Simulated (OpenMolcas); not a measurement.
# Al2H4: geometry relaxation (part 2 of 4)

The same run, continued: Al2H4; HF/ANO-XS-MB, UHF, BSS, PCM solvent chlorobenzene (OpenMolcas 26.06). The run did not end well. The geometry comes from this level: GFN2-xTB. The run did not end well; see the last part.

Geometry of the input (Å):
```
Al -0.8541  -0.9475  0.0105
Al 0.4499  1.1689  0.2433
H  -2.1960  -1.7681  0.2746
H  0.3663  -1.6390  -0.7642
H  1.6916  0.5121  -0.5277
H  0.5423  2.6737  0.7635
```

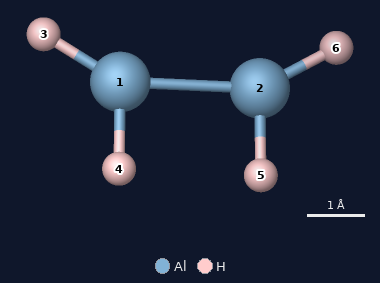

Fig. 1: The starting structure (ball-and-stick view, seen at a tilt; atoms are numbered from 1 in the order of the input). Sticks mark near contacts.

**What the program printed, continued**
```
++    Natural Bond Order analysis
      ---------------------------
      Based on LoProp computed density
      -------------------------------------------------------------------------------------
      Atom A       Atom B       Bond Order
      -------------------------------------------------------------------------------------
      NBO located      0.994 non-bonded electrons on atom AL1
      NBO located      1.000 non-bonded electrons on atom AL1
      NBO located      1.000 non-bonded electrons on atom AL1
      NBO located      0.999 non-bonded electrons on atom AL1
      NBO located      0.998 non-bonded electrons on atom AL1
      NBO located      0.994 non-bonded electrons on atom AL2
      NBO located      0.998 non-bonded electrons on atom AL2
      NBO located      1.000 non-bonded electrons on atom AL2
      NBO located      1.000 non-bonded electrons on atom AL2
      NBO located      0.999 non-bonded electrons on atom AL2
      The remaining    6.783 electrons are to be considered as diffuse
--

++    Molecular orbitals:
      -------------------

      Title: Natural orbitals

      Molecular orbitals for symmetry species 1: a

          Orbital            1         2         3         4         5         6         7         8         9        10
          Energy          -58.5647  -58.5634   -4.8829   -4.8820   -3.1751   -3.1738   -3.1732   -3.1727   -3.1722   -3.1705
          Occ. No.          2.0000    2.0000    2.0000    2.0000    2.0000    2.0000    2.0000    2.0000    2.0000    2.0000

          Orbital           11        12        13        14        15        16        17        18        19        20
          Energy           -0.4936   -0.2995   -0.3275   -0.3842   -0.2601    0.0463    0.1494    0.2321    0.4335    0.4703
          Occ. No.          2.0000    2.0000    2.0000    2.0000    2.0000    0.0000    0.0000    0.0000    0.0000    0.0000

          Orbital           21        22
          Energy            0.4994    0.6738
          Occ. No.          0.0000    0.0000

--

++    Molecular properties:
      ---------------------

      Charge (e):
                      =   -0.0000
      Dipole Moment (debye):
      Origin of the operator (angstrom)=   -0.1810    0.0991    0.1137
                   X=  1.2747E+00               Y= -6.4534E-01               Z= -8.4978E-01           Total=  1.6624E+00
      Quadrupole Moment (debye*angstrom):
      Origin of the operator (angstrom)=   -0.1810    0.0991    0.1137
                  XX= -3.9757E+01              XY= -2.0228E+00              XZ=  3.2479E+00              YY= -4.0933E+01
                  YZ= -3.2844E+00              ZZ= -3.1939E+01
      In traceless form (debye*angstrom)
                  XX= -3.3213E+00              XY= -3.0343E+00              XZ=  4.8719E+00              YY= -5.0849E+00
                  YZ= -4.9266E+00              ZZ=  8.4062E+00
--

--- Stop Module: scf /rc=_RC_ALL_IS_WELL_ ---
--- Module scf spent 2 seconds ---

--- Start Module: slapaf ---

                                              &SLAPAF

                       available to each process: 1.9 GB of memory, 1 thread

--- Stop Module: slapaf /rc=_RC_INVOKED_OTHER_MODULE_ ---

--- Start Module: alaska ---

                                              &ALASKA

                       available to each process: 1.9 GB of memory, 1 thread

                     Threshold for contributions to the gradient: 1.000E-07

                    ********************************************
                    * Symmetry Adapted Cartesian Displacements *
                    ********************************************

           Irreducible representation : a
           Basis function(s) of irrep: x, y, xy, Rz, z, xz, Ry, yz, Rx, I

 Basis Label        Type   Center Phase
   1   AL1          x         1     1
   2   AL1          y         1     1
   3   AL1          z         1     1
   4   AL2          x         2     1
   5   AL2          y         2     1
   6   AL2          z         2     1
   7   H3           x         3     1
   8   H3           y         3     1
   9   H3           z         3     1
  10   H4           x         4     1
  11   H4           y         4     1
  12   H4           z         4     1
  13   H5           x         5     1
  14   H5           y         5     1
  15   H5           z         5     1
  16   H6           x         6     1
  17   H6           y         6     1
  18   H6           z         6     1

                     No automatic utilization of translational and rotational invariance of the energy is employed.

 RI-ERI gradients!

 **************************************************
 *              Molecular gradients               *
 **************************************************

  Irreducible representation: a
 ------------------------------------------------------------------------------------------
                              X                       Y                       Z
 ------------------------------------------------------------------------------------------
  AL1               6.49902517012180E-02   -1.74462097833097E-01   -1.32901544739114E-01
  AL2               2.42047300307844E-01    1.14510867114317E-01   -1.09473589098617E-01
  H3                2.88555240906001E-01   -3.65529108823404E-02   -1.11912338274844E-01
  H4               -2.49736040759702E-01   -8.51670794522518E-02    6.25710097221496E-01
  H5               -2.69162388284732E-01   -9.33351249666065E-02    7.77483690335832E-01
  H6                1.32120396166327E-01   -3.00123161573276E-01   -1.69365365463539E-01
 ------------------------------------------------------------------------------------------

--- Stop Module: alaska /rc=_RC_ALL_IS_WELL_ ---

--- Start Module: slapaf ---

                                              &SLAPAF

                       available to each process: 1.9 GB of memory, 1 thread

++       Slapaf input parameters:
         ------------------------

 Maximum number of iterations:                50
 Convergence test a la Schlegel.
 Convergence criterion on gradient/para.<=: 3.0E-04
 Convergence criterion on step/parameter<=: 3.0E-04
 Convergence criterion on energy change <=: 0.0E+00
 Parameters for step-restricted optimization
 Maximum step length (initial seed):       3.00E-01

 -RFO activated with parameters:
   Maximum number of data points used in RFO:      5
 Line search is performed

 -Optimization for minimum.
  Optimization method: RS-RFO.

 -Initial Hessian guessed by Hessian Model Function (HMF).
  HMF augmented with weak interactions.

 -Hessian update method: Broyden-Fletcher-Goldfarb-Shanno
  Maximum number of points in Hessian update:  5

 -Relaxation will be done on non-redundant internal coordinates, based on
  force constant weighted redundant internal coordinates.

--

 ******************************************
 * Statistics of the internal coordinates *
 ******************************************
 Translations and Rotations:         0
 Bonds                     :         5
 Angles                    :         8
 Torsions                  :         4
 Out-of-plane angles       :         6

**********************************************************************************************************************
*                                    Energy Statistics for Geometry Optimization                                     *
**********************************************************************************************************************
                       Energy     Grad      Grad              Step                 Estimated   Geom       Hessian
Iter      Energy       Change     Norm      Max    Element    Max     Element     Final Energy Update Update   Index
  1   -487.19879847  0.00000000 0.951903  0.759438 nrc006   0.141918* nrc006     -487.31766635 RS-RFO  None      0

       +----------------------------------+----------------------------------+
       +    Cartesian Displacements       +    Gradient in internals         +
       +  Value      Threshold Converged? +  Value      Threshold Converged? +
 +-----+----------------------------------+----------------------------------+
 + RMS + 1.7079E-01  1.2000E-03     No    + 2.7479E-01  3.0000E-04     No    +
 +-----+----------------------------------+----------------------------------+
 + Max + 2.2696E-01  1.8000E-03     No    + 7.5944E-01  4.5000E-04     No    +
 +-----+----------------------------------+----------------------------------+

 Convergence not reached yet!

*****************************************************************************************************************
*****************************************************************************************************************

++ Geometry section

********************************************************************************
  Geometrical information of the new structure
********************************************************************************

 *********************************************************
 * Nuclear coordinates for the next iteration / bohr     *
 *********************************************************
  ATOM              X               Y               Z
  AL1             -1.594815       -1.824953        0.005458
  AL2              0.904497        2.148809        0.454791
  H3              -4.282474       -3.179964        0.601385
  H4               0.762550       -3.208642       -1.478994
  H5               3.390446        1.036475       -1.090825
  H6               0.819779        5.028294        1.508185

 *********************************************************
 * Nuclear coordinates for the next iteration / angstrom *
 *********************************************************
  ATOM              X               Y               Z
  AL1             -0.843940       -0.965724        0.002888
  AL2              0.478639        1.137101        0.240665
  H3              -2.266188       -1.682764        0.318239
  H4               0.403524       -1.697940       -0.782650
  H5               1.794147        0.548479       -0.577240
  H6               0.433808        2.660858        0.798097

                    ***************************************
                    *    InterNuclear Distances / bohr    *
                    ***************************************

               1 AL1           2 AL2           3 H3            4 H4            5 H5
    1 AL1      0.000000
    2 AL2      4.715851        0.000000
    3 H3       3.068337        7.437875        0.000000
    4 H4       3.110524        5.697540        5.457203        0.000000
    5 H5       5.851704        3.131479        8.917154        5.007747        0.000000
    6 H6       7.419936        3.067286        9.707253        8.762055        5.412744

               6 H6
    6 H6       0.000000

                    *******************************************
                    *    InterNuclear Distances / angstrom    *
                    *******************************************

               1 AL1           2 AL2           3 H3            4 H4            5 H5
    1 AL1      0.000000
    2 AL2      2.495521        0.000000
    3 H3       1.623694        3.935954        0.000000
    4 H4       1.646018        3.015008        2.887828        0.000000
    5 H5       3.096588        1.657107        4.718755        2.649985        0.000000
    6 H6       3.926461        1.623138        5.136857        4.636680        2.864301

               6 H6
    6 H6       0.000000
--
--- Stop Module: slapaf /rc=_RC_CONTINUE_LOOP_ ---

>>> END DO

--- Start Module: seward ---
 ###############################################################################
 ###    WARNING:  EXPERT option is ON!                                       ###
 ###############################################################################
--- Stop Module: seward /rc=_RC_ALL_IS_WELL_ ---

--- Start Module: scf ---
--- Stop Module: scf /rc=_RC_ALL_IS_WELL_ ---
--- Module scf spent 2 seconds ---

--- Start Module: slapaf ---
--- Stop Module: slapaf /rc=_RC_INVOKED_OTHER_MODULE_ ---

--- Start Module: alaska ---
--- Stop Module: alaska /rc=_RC_ALL_IS_WELL_ ---

--- Start Module: slapaf ---

**********************************************************************************************************************
*                                    Energy Statistics for Geometry Optimization                                     *
**********************************************************************************************************************
                       Energy     Grad      Grad              Step                 Estimated   Geom       Hessian
Iter      Energy       Change     Norm      Max    Element    Max     Element     Final Energy Update Update   Index
  1   -487.19879847  0.00000000 0.951903  0.759438 nrc006   0.141918* nrc006     -487.31766635 RS-RFO  None      0
  2   -487.59806574 -0.39926727 2.495988  2.047327 nrc011   0.101500* nrc011     -487.82426661 RS-RFO  BFGS      0(1)

       +----------------------------------+----------------------------------+
       +    Cartesian Displacements       +    Gradient in internals         +
       +  Value      Threshold Converged? +  Value      Threshold Converged? +
 +-----+----------------------------------+----------------------------------+
 + RMS + 9.4794E-02  1.2000E-03     No    + 7.2053E-01  3.0000E-04     No    +
 +-----+----------------------------------+----------------------------------+
 + Max + 1.4175E-01  1.8000E-03     No    + 2.0473E+00  4.5000E-04     No    +
 +-----+----------------------------------+----------------------------------+

 Convergence not reached yet!

*****************************************************************************************************************
*****************************************************************************************************************

++ Geometry section

********************************************************************************
  Geometrical information of the new structure
********************************************************************************

 *********************************************************
 * Nuclear coordinates for the next iteration / bohr     *
 *********************************************************
  ATOM              X               Y               Z
  AL1             -1.582030       -1.823963       -0.010392
  AL2              0.933008        2.125206        0.480747
  H3              -4.348810       -3.112326        0.584140
  H4               0.848758       -3.234068       -1.400930
  H5               3.401607        1.018682       -1.226110
  H6               0.747448        5.026488        1.572546

 *********************************************************
 * Nuclear coordinates for the next iteration / angstrom *
 *********************************************************
  ATOM              X               Y               Z
  AL1             -0.837174       -0.965200       -0.005499
  AL2              0.493727        1.124611        0.254400
  H3              -2.301291       -1.646972        0.309113
  H4               0.449143       -1.711395       -0.741340
  H5               1.800053        0.539063       -0.648830
  H6               0.395533        2.659903        0.832155

--
--- Stop Module: slapaf /rc=_RC_CONTINUE_LOOP_ ---

>>> END DO

--- Start Module: seward ---
 ###############################################################################
 ###    WARNING:  EXPERT option is ON!                                       ###
 ###############################################################################
```
